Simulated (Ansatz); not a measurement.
**Single-point calculation, with input and output: Si2H7ClOF2**

- system: Si2H7ClOF2
- method: RKS PBE0-D4/def2-TZVPP (Ansatz 0.2.0)

The geometry is a transition state. The reaction was set up to form Si1–Cl7, H6–O9 and Si2–H8 and to break Si1–Si2, H6–Cl7 and H8–O9 (atoms counted from 1 in the order of the input); sticks are drawn by distance alone. The geometry comes from this level: PBE0-D4/def2-TZVP.

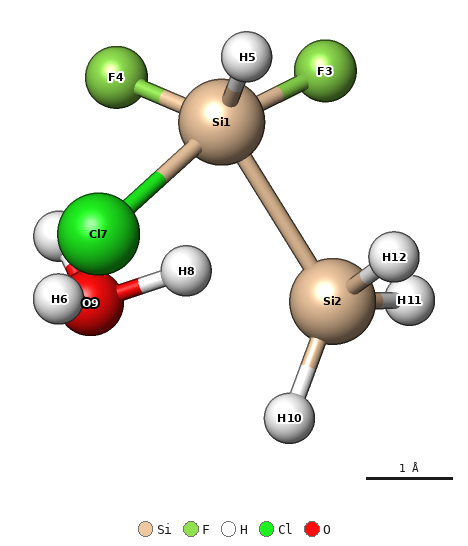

Figure 1. The structure as given in the input (ball-and-stick view, seen at a tilt; atoms are numbered from 1 in the order of the input). Bond lengths as drawn: Cl–Si 2.32 Å, F–Si 1.61 to 1.63 Å, H–O 0.97 to 1.23 Å, H–Si 1.47 to 1.49 Å and Si–Si 2.50 Å.

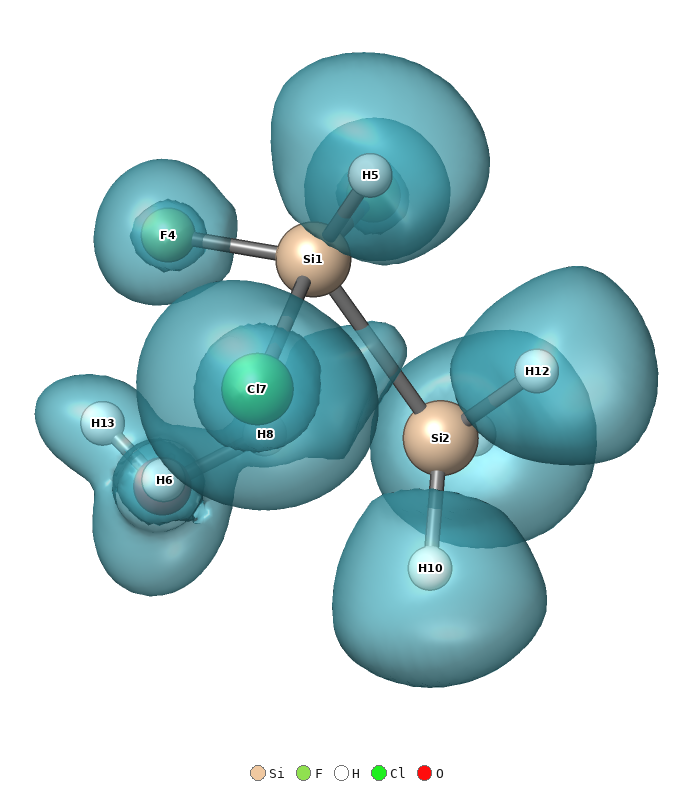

Figure 2. Isosurface of the ELF at 0.75 (cyan), seen at a tilt. Only the valence region is drawn (cores and ρ < 0.01 e/Å³ removed). Profiles from the grid: Si2···H8 (1.88 Å): the ELF climbs to about 0.95 towards the hydrogen, as it does in any bond to H (a non-bonded, intermolecular contact). Si–F (1.61 Å): the ELF peaks at about 0.85 between the atoms.

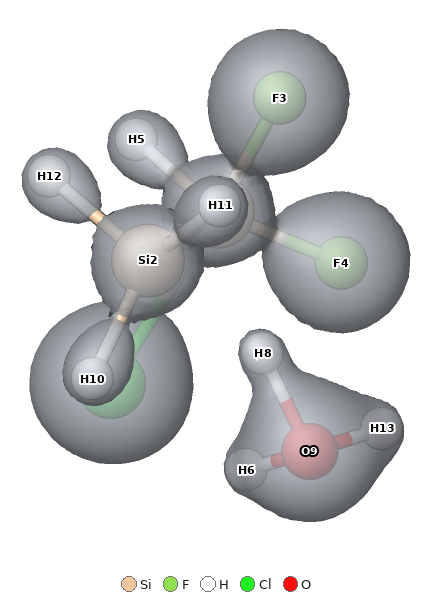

Figure 3. Isosurface of the total electron density at 0.8 e/Å³ (grey), seen at an oblique angle. At this value the surface falls into five separate pieces. It is pinched off along the Si···H (1.88 Å), Si–Cl (2.32 Å) and Si–Si (2.50 Å) contacts. On the grid the lowest density along these lines, outside the cores, is 0.45 e/Å³ (Si···H, 1.88 Å), 0.98 e/Å³ (Si–F, 1.61 Å), 0.42 e/Å³ (Si–Cl, 2.32 Å) and 0.44 e/Å³ (Si–Si, 2.50 Å).

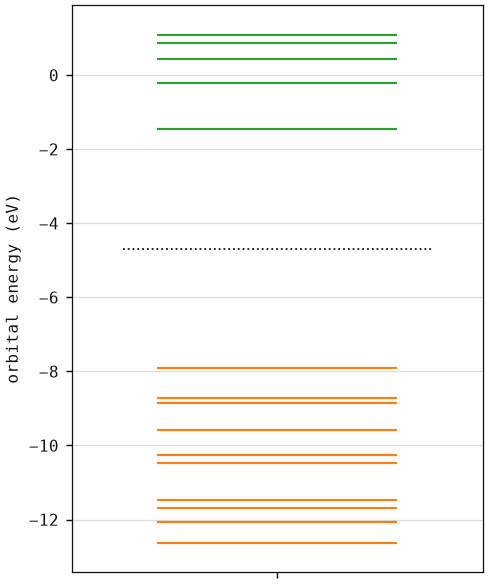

Figure 4. Orbital energies near the frontier; the dotted line parts filled from empty levels, and levels within 0.02 eV of each other stand side by side. Highest filled −7.92 eV, lowest empty −1.46 eV, 6.46 eV apart.

These pictures come from the run below.

Input
```yaml
crystal:
  periodic: [false, false, false]
  atoms:
    - {symbol: Si, position_ang: [-0.493470, 1.040457, -0.602160]}
    - {symbol: Si, position_ang: [0.893762, -1.017944, -0.854355]}
    - {symbol: F, position_ang: [-1.292122, 0.313884, -1.829665]}
    - {symbol: F, position_ang: [-1.750874, 1.190622, 0.399279]}
    - {symbol: H, position_ang: [-0.078377, 2.248311, -1.326887]}
    - {symbol: H, position_ang: [0.091042, 0.098569, 2.037197]}
    - {symbol: Cl, position_ang: [0.975849, 1.657006, 1.081092]}
    - {symbol: H, position_ang: [-0.210137, -0.647451, 0.625293]}
    - {symbol: O, position_ang: [-0.459656, -0.714026, 1.830245]}
    - {symbol: H, position_ang: [1.916309, -1.457902, 0.128438]}
    - {symbol: H, position_ang: [0.240192, -2.164513, -1.526818]}
    - {symbol: H, position_ang: [1.547695, -0.133338, -1.859579]}
    - {symbol: H, position_ang: [-1.380213, -0.413775, 1.897919]}
basis:
  gaussian: {orbitals: def2-TZVPP}
hamiltonian: {xc: pbe0, dispersion: d4}
output: {orbitals: {seedname: orbitals}}
```

Launched with:
```bash
ansatz run in.yaml --threads 4 --pin off --events-out ev --progress --plain --max-ram 66560MiB --backend cuda --devices 0, --max-vram 37GiB
```

Log
```
Functional definition: PBE0
  name "PBE0"
  cite "Adamo & Barone, J. Chem. Phys. 110, 6158 (1999) doi:10.1063/1.478522"
  cite "Perdew, Burke & Ernzerhof, Phys. Rev. Lett. 77, 3865 (1996) doi:10.1103/PhysRevLett.77.3865"
  parent pbe
  parameter a = 0.25
  parameter kappa = 0.804
  parameter beta = 0.06672455060314922
  exchange = (1 - a)*pbe_x(kappa = kappa, mu = beta*pi^2/3) + a*exact_x
  correlation = pbe_c(beta = beta)
1783 factors; their error is unknown
mean field evaluation 1: about -35856.4404 eV, gradient 5.8e1 eV
mean field evaluation 2: about -35850.6823 eV, gradient 8.5e1 eV
mean field evaluation 4: about -35861.1840 eV, gradient 2.3e0 eV
mean field evaluation 8: about -35861.1919 eV, gradient 4.8e-2 eV
mean field evaluation 16: about -35861.2779 eV, gradient 1.1e-4 eV
mean field -35861.27791469 eV, -1317.8776557175 hartree, gradient 3.0e-5 eV, S^2 0.000000; 0 other end points of the search recorded, 0 dependent functions left out
reference -35861.27794915 eV, -1317.8776569839 hartree; 39, 39 occupied and 278, 278 virtual orbitals, 1783 factors
Total energy: -35861.57485516 eV, -1317.8885680785 hartree
```

Summary

- outcome: converged
- total energy: −35861.5749 eV
- mean-field energy: −35861.2779 eV
- dispersion energy: −0.2969 eV
- SCF solution under orbital rotations: stable
- HOMO: −7.92 eV
- LUMO: −1.46 eV
- hardware: 4 CPU threads, shared host
- wall time: 4.2 s (CPU time 4.5 s)
- peak memory: 0.84 GiB
